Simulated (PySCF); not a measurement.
**PH2 (SMILES [PH2]): UPBE0/6-31G**

What is the vertical doublet–quartet gap of PH2 at UPBE0/6-31G? The job is set up through a Python script.

The results are computed with PySCF 2.14.0.

13 further runs of the same task are left out: 2 that didn't finish, 11 set aside as unsound or not needed.

## Step 1: The system as given

The species is PH2 (3 atoms), meant as a doublet with charge 0. As SMILES, `[PH2]`. The shape is that of a GFN2-xTB optimisation.

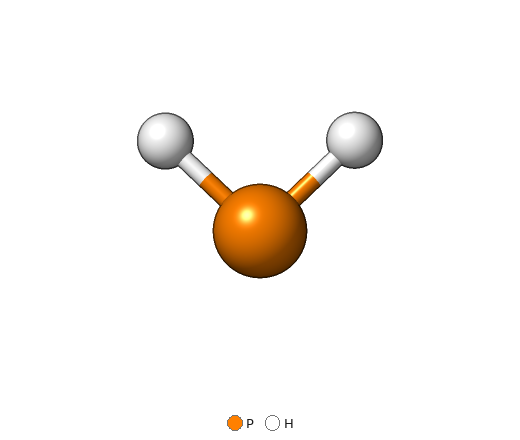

The structure, seen from a chosen angle (phosphorus orange, hydrogen white).

## Step 2: The energy at UPBE0/6-31G

Input file job.py:

```python
# [PH2]
from pyscf import gto, dft

mol = gto.Mole()
mol.atom = 'P 0.514470 -0.302750 0.252680; H 0.111510 1.027360 0.172420; H -0.625980 -0.724620 -0.425100'
mol.charge = 0
mol.max_memory = 1860
mol.basis = '6-31g'
mol.verbose = 3
mol.spin = 1
mol.build()

mf = dft.UKS(mol, xc='pbe0')
mf.conv_tol = 1e-10
mf.grids.level = 5
mf.kernel()
if not mf.converged:
    mf = mf.newton().run(mf.mo_coeff, mf.mo_occ)

etot = mf.e_tot
print(f'total energy: {etot:.8f} hartree')
```

On the command line:

```sh
$ OMP_NUM_THREADS=1 python job.py
```

Output:

```text
converged SCF energy = -342.318012257732  <S^2> = 0.75227546  2S+1 = 2.0022742
total energy: -342.31801226 hartree
```

It took 2 s on 1 thread of Intel Xeon Platinum 8488C (Sapphire Rapids), shared host; peak memory 0.18 GiB.

## Step 3: The quartet

Input file start.xyz:

```xyz
3

P      0.514470    -0.302750     0.252680
H      0.111510     1.027360     0.172420
H     -0.625980    -0.724620    -0.425100
```

Input file job.py:

```python
from pyscf import gto, dft

mol = gto.Mole()
mol.atom = 'start.xyz'
mol.basis = '6-31g'
mol.spin = 3
mol.max_memory = 1860
mol.verbose = 4
mol.build()

ks = dft.UKS(mol)
ks.xc = 'pbe0'
ks.grids.level = 5
ks.conv_tol = 1e-10
ks.kernel()
if not ks.converged:
    ks = ks.newton().run(ks.mo_coeff, ks.mo_occ)

etot = ks.e_tot
print('E = %.10f Eh' % etot)
```

On the command line:

```sh
$ OMP_NUM_THREADS=1 python job.py
```

Output:

```text
PySCF version 2.14.0

[INPUT] num. atoms = 3
[INPUT] num. electrons = 17
[INPUT] charge = 0
[INPUT] spin (= nelec alpha-beta = 2S) = 3
[INPUT] symmetry False subgroup None
[INPUT] Mole.unit = angstrom
[INPUT] Symbol           X                Y                Z      unit          X                Y                Z       unit  Magmom
[INPUT]  1 P      0.514470000000  -0.302750000000   0.252680000000 AA    0.972207399305  -0.572114584212   0.477495997155 Bohr   0.0
[INPUT]  2 H      0.111510000000   1.027360000000   0.172420000000 AA    0.210723360150   1.941429031333   0.325826578398 Bohr   0.0
[INPUT]  3 H     -0.625980000000  -0.724620000000  -0.425100000000 AA   -1.182930759455  -1.369333344382  -0.803322575553 Bohr   0.0

nuclear repulsion = 11.6692711396351
number of shells = 11
number of NR pGTOs = 54
number of NR cGTOs = 17
basis = 6-31g
ecp = {}

******** <class 'pyscf.dft.uks.UKS'> ********
method = UKS
initial guess = minao
damping factor = 0
level_shift factor = 0
DIIS = <class 'pyscf.scf.diis.CDIIS'>
diis_start_cycle = 1
diis_space = 8
diis_damp = 0
SCF conv_tol = 1e-10
SCF conv_tol_grad = None
SCF max_cycles = 50
direct_scf = True
direct_scf_tol = 1e-13
number electrons alpha = 10  beta = 7
XC library pyscf.dft.libxc version 7.0.0
    S. Lehtola, C. Steigemann, M. J.T. Oliveira, and M. A.L. Marques.,  SoftwareX 7, 1–5 (2018)
XC functionals = pbe0
radial grids:
    Treutler-Ahlrichs [JCP 102, 346 (1995); DOI:10.1063/1.469408] (M4) radial grids

becke partition: Becke, JCP 88, 2547 (1988); DOI:10.1063/1.454033
pruning grids: <function nwchem_prune>
grids dens level: 5
symmetrized grids: False
atomic radii adjust function: <function treutler_atomic_radii_adjust>
small_rho_cutoff = 0
Set gradient conv threshold to 1e-05
tot grids = 90672
init E= -342.200977836101
[... the frontier-level lines of each cycle are left out ...]


cycle= 1 E= -342.062136320154  delta_E= 0.139  |g|= 0.0803  |ddm|= 3.48


cycle= 2 E= -342.067986176143  delta_E= -0.00585  |g|= 0.0364  |ddm|= 0.33


cycle= 3 E= -342.069061810472  delta_E= -0.00108  |g|= 0.00434  |ddm|= 0.102


cycle= 4 E= -342.069084324001  delta_E= -2.25e-05  |g|= 0.000789  |ddm|= 0.0175


cycle= 5 E= -342.069085315681  delta_E= -9.92e-07  |g|= 0.00013  |ddm|= 0.00195


cycle= 6 E= -342.069085341011  delta_E= -2.53e-08  |g|= 2.16e-05  |ddm|= 0.000634


cycle= 7 E= -342.069085341811  delta_E= -7.99e-10  |g|= 2.16e-06  |ddm|= 9.61e-05


cycle= 8 E= -342.06908534182  delta_E= -9.32e-12  |g|= 1.44e-07  |ddm|= 9.73e-06


Extra cycle  E= -342.06908534182  delta_E= 1.14e-13  |g|= 6.43e-08  |ddm|= 1.9e-06
converged SCF energy = -342.06908534182  <S^2> = 3.7506013  2S+1 = 4.0003006
E = -342.0690853418 Eh
```

Run time: 1.9 s. Hardware: 1 thread of Intel Xeon Platinum 8488C (Sapphire Rapids), shared host; peak memory 0.18 GiB.

## Step 4: What came out

Level: UPBE0/6-31G.

| quantity | value |
| --- | --- |
| doublet: total energy | -342.31801 Eh |
| doublet: dipole moment | 1.40 D |
| doublet: HOMO energy (highest over α and β) | -7.26 eV |
| doublet: LUMO energy (lowest over α and β) | -3.18 eV |
| doublet: ⟨S²⟩ | 0.752 |
| quartet: total energy | -342.06909 Eh |
| quartet: dipole moment | 0.03 D |
| quartet: HOMO energy (highest over α and β) | -1.66 eV |
| quartet: ⟨S²⟩ | 3.751 |
| vertical energy of the quartet above the doublet | 6.774 eV |

What this shows: At this shape the quartet lies 6.77 eV (156 kcal/mol) above the doublet. Mulliken charges (doublet) run from -0.05 on H2 to +0.10 on P1.
